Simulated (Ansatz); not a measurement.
# CHClGeNO (SMILES O=C=[N][GeH][Cl]) at UBHLYP/def2-SVP

Aim: the energy change on altering one bond length of CHClGeNO at UBHLYP/def2-SVP, from 2 runs. 

The calculation is run with Ansatz 0.2.0.

123 further runs of the same task are left out: 123 set aside as unsound or not needed.

### 1 The structure to begin with

The species is CHClGeNO (6 atoms), meant as a doublet with charge 0. SMILES: `O=C=[N][GeH][Cl]`. The shape is that of a PBE0-D4/def2-TZVP optimisation. This is one conformer, not always the lowest.

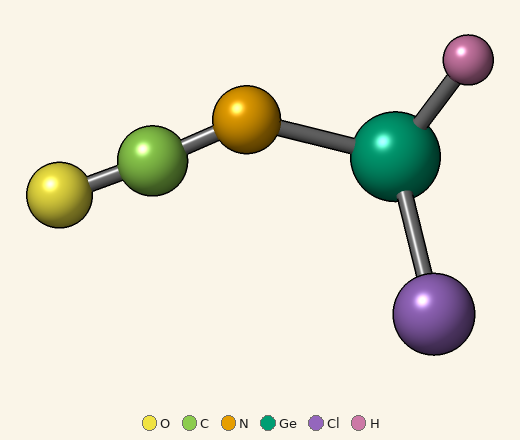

Viewed from a chosen angle; oxygen yellow, carbon green, nitrogen amber, germanium teal, chlorine purple, hydrogen pink.

### 2 The energy at UBHLYP/def2-SVP

File input.yaml:

```yaml
basis:
  gaussian:
    orbitals: def2-SVP
crystal:
  periodic: [false, false, false]
  atoms:
    - {symbol: O, position_ang: [0.024100, -1.617100, -2.245100]}
    - {symbol: C, position_ang: [-0.242900, -1.020000, -1.284700]}
    - {symbol: N, position_ang: [-0.575200, -0.454300, -0.273000]}
    - {symbol: Ge, position_ang: [-0.153300, 1.067300, 0.651100]}
    - {symbol: Cl, position_ang: [1.946900, 0.976200, 1.132800]}
    - {symbol: H, position_ang: [-0.957700, 0.983900, 1.972700]}
accuracy: high
output: {orbitals: {seedname: orbitals}}
hamiltonian:
  xc: {name: BHLYP}
magnetization:
  spin_polarized: true
  initial_magnetization: 1
```

Started as:

```console
$ ansatz run input.yaml --threads 1 --pin off --max-ram 3480MiB --events-out events.jsonl --progress --plain --runs-dir runs
```

Output:

```text
Warning: RAYON_NUM_THREADS=1 ignored (pool sized by the plan → 1); use --threads N
Functional definition: BHLYP
  name "BHLYP"
  parameter a = 0.5
  exchange = (1 - a)*b88_x + a*exact_x
  correlation = lyp_c
1963 factors; integrals over basis functions are off by at most 4.4e-9 eV
mean field evaluation 1: about -73610.2924 eV, gradient 3.1e1 eV
mean field evaluation 2: about -73609.4389 eV, gradient 3.6e1 eV
mean field evaluation 4: about -73614.0767 eV, gradient 1.8e0 eV
mean field evaluation 8: about -73614.1485 eV, gradient 1.8e-1 eV
mean field evaluation 16: about -73614.1489 eV, gradient 7.4e-4 eV
mean field evaluation 32: about -73614.1489 eV, gradient 4.8e-8 eV
mean field -73614.14887141 eV, -2705.2700735622 hartree, gradient 4.8e-8 eV, S^2 0.754184; 0 other end points of the search recorded, 0 dependent functions left out
reference -73614.14889465 eV, -2705.2700744163 hartree; 36, 35 occupied and 61, 62 virtual orbitals, 1963 factors
Total energy: -73614.14889465 eV, -2705.2700744163 hartree
```

It took 19 s on 1 thread of Arm Neoverse V1, shared host; peak memory 0.54 GiB.

### 3 The distorted shape

File molecule.yaml:

```yaml
crystal:
  periodic: [false, false, false]
  atoms:
    - {symbol: O, position_ang: [-1.026013, -1.571549, -2.485953]}
    - {symbol: C, position_ang: [-1.293013, -0.974449, -1.525553]}
    - {symbol: N, position_ang: [-1.625313, -0.408749, -0.513853]}
    - {symbol: Ge, position_ang: [-1.203413, 1.112851, 0.410247]}
    - {symbol: Cl, position_ang: [1.946900, 0.976200, 1.132800]}
    - {symbol: H, position_ang: [-2.007813, 1.029451, 1.731847]}
basis:
  gaussian: {orbitals: def2-SVP}
magnetization: {spin_polarized: true, initial_magnetization: 1}
hamiltonian: {xc: {name: BHLYP}}
accuracy: high
output: {orbitals: {seedname: orbitals}}
```

Started as:

```console
$ ansatz run molecule.yaml --threads 1 --pin off --max-ram 3480MiB --events-out events.jsonl --progress --plain --runs-dir runs
```

Output:

```text
Warning: RAYON_NUM_THREADS=1 ignored (pool sized by the plan → 1); use --threads N
[... 5 set-up lines as earlier in the session ...]
1912 factors; integrals over basis functions are off by at most 4.6e-9 eV
mean field evaluation 1: about -73605.7992 eV, gradient 3.4e1 eV
mean field evaluation 2: about -73584.5423 eV, gradient 6.2e1 eV
mean field evaluation 4: about -73611.5331 eV, gradient 3.3e0 eV
mean field evaluation 8: about -73611.9077 eV, gradient 1.1e0 eV
mean field evaluation 16: about -73611.9963 eV, gradient 2.3e-2 eV
mean field evaluation 32: about -73611.9965 eV, gradient 4.1e-5 eV
mean field evaluation 64: about -73611.9722 eV, gradient 1.5e0 eV
mean field -73611.99649836 eV, -2705.1909753114 hartree, gradient 7.1e-8 eV, S^2 0.830234; 4 other end points of the search recorded, 0 dependent functions left out
reference -73611.99652332 eV, -2705.1909762286 hartree; 36, 35 occupied and 61, 62 virtual orbitals, 1912 factors
Total energy: -73611.99652332 eV, -2705.1909762286 hartree
```

Wall time 38 s (1 thread of Arm Neoverse V1, shared host); peak memory 0.53 GiB.

### 4 Outcome

At UBHLYP/def2-SVP:

| quantity | value |
| --- | --- |
| first shape: total energy | -2705.27007 Eh |
| first shape: HOMO energy (highest over α and β) | -7.94 eV |
| first shape: LUMO energy (lowest over α and β) | -2.98 eV |
| first shape: ⟨S²⟩ | 0.754 |
| distorted shape: total energy | -2705.19098 Eh |
| distorted shape: HOMO energy (highest over α and β) | -8.37 eV |
| distorted shape: LUMO energy (lowest over α and β) | -4.30 eV |
| distorted shape: ⟨S²⟩ | 0.830 |
| energy change with the Ge4–Cl5 bond stretched from 2.157 to 3.235 Å | 2.152 eV |

With the Ge4–Cl5 bond stretched from 2.157 to 3.235 Å the energy rises by 2.15 eV (50 kcal/mol). The first shape isn't relaxed at this level, so the change isn't measured from a minimum.
